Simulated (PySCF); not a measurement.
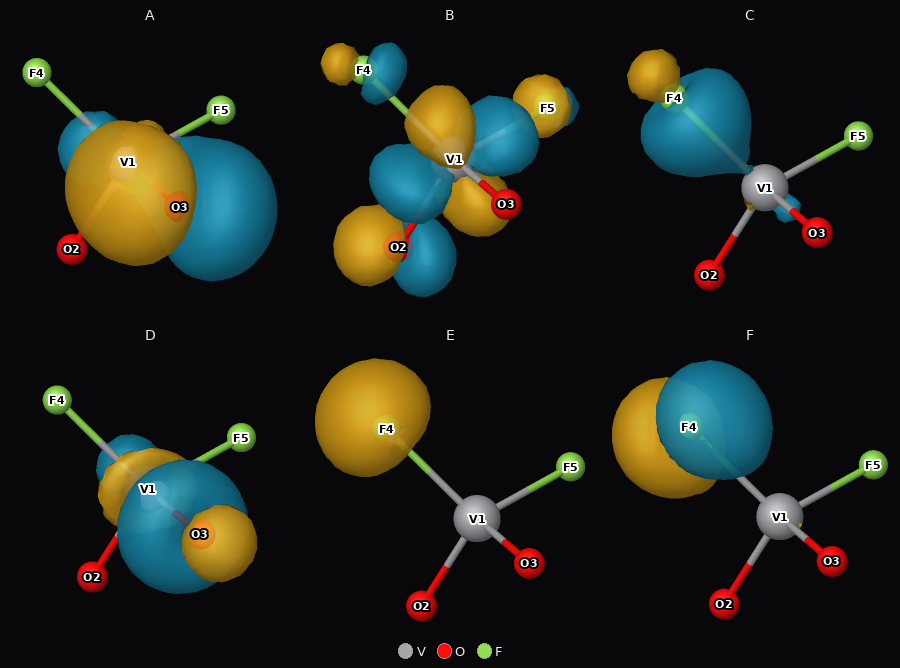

Figure. [VO2F2]- (F2O2V, charge −1). Intrinsic bond orbitals (IBO), occupied and valence-virtual; each surface holds about 85 % of the orbital's density. Energies are diagonal elements of the Fock matrix.

Level of theory: BP86/def2-SVP (PySCF), at a geometry from GFN2-xTB. This is a single-reference result, which may miss multireference character in this system. No frequency check shows the geometry to be a minimum. GFN2-xTB bond lengths at metals and heavier atoms can be off by up to 0.1 Å and shapes distorted, which carries into these values. The basis has no diffuse functions, which an anion needs.

Cartesian coordinates (Å):

```
V1      -0.0002    0.0501    0.0000
O2      -0.0030    0.9110   -1.2773
O3       0.0051    0.9616    1.2425
F4       1.4203   -0.8973    0.0123
F5      -1.4216   -0.8952    0.0186
```

Identify each orbital.

By panel:
- A: π bond O3–V1 (O3 77 %, V1 22 %; −2.4 eV)
- B: π* orbital V1–O2, mostly on V1 (V1 68 %, O2 21 %, F4 5 %; 5.2 eV)
- C: pair mostly on F4, shared in part with V1 (F4 86 %, V1 13 %; −11.2 eV)
- D: σ bond O3–V1 (O3 70 %, V1 30 %; −8.7 eV)
- E: lone pair on F4 (s-type) (F4 99 %; −15.9 eV)
- F: lone pair on F4 (p-type) (F4 96 %, V1 3 %; −3.8 eV)

Which has the smallest and which the largest spatial spread?

Smallest: E (0.60 Å); largest: B (1.11 Å).

Cost of the run: 18 s on 1 thread of Intel(R) Xeon(R) Platinum 8259CL CPU @ 2.50GHz (Skylake/Cascade Lake), on a shared host, peak memory 0.36 GiB.
